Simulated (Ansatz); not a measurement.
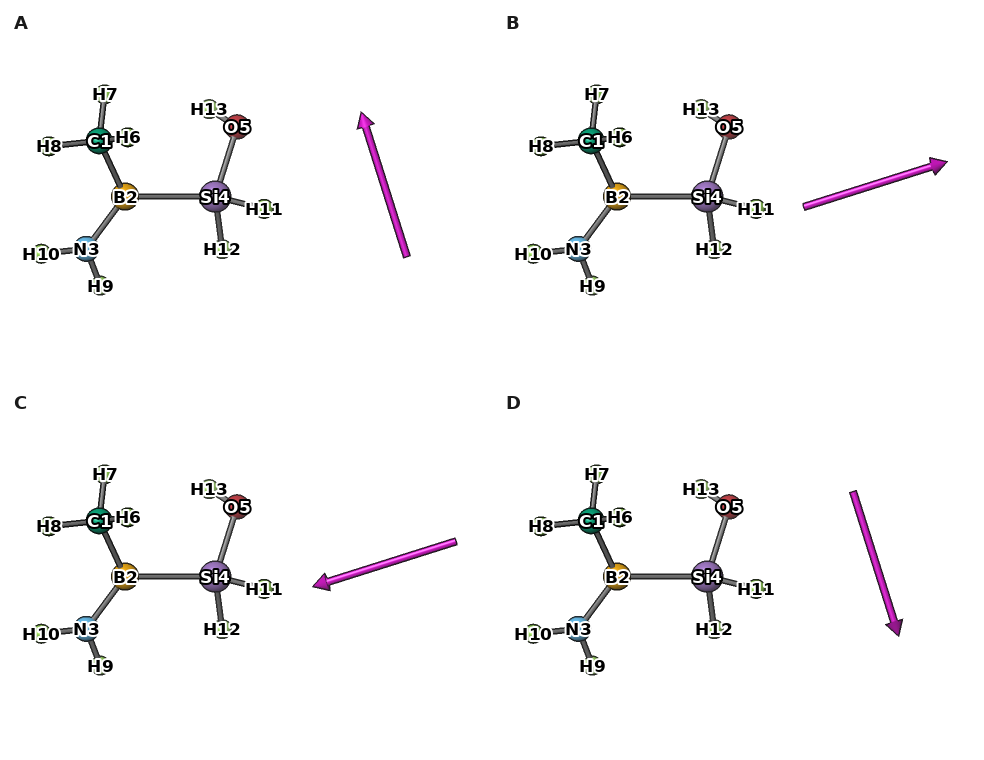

The same molecule four times, each with an arrow. The geometry was computed by an optimisation with PBE0-D4/def2-TZVP. No frequency run is at hand to confirm it as a minimum. Method: RKS PBE-D4/def2-TZVPP (Ansatz 0.2.0).

**Which arrow points along the dipole moment, from the negative to the positive end?**

C. The dipole moment is 3.15 D; it points from the side of H11 to the side of H10 (the outermost atoms at the two ends).
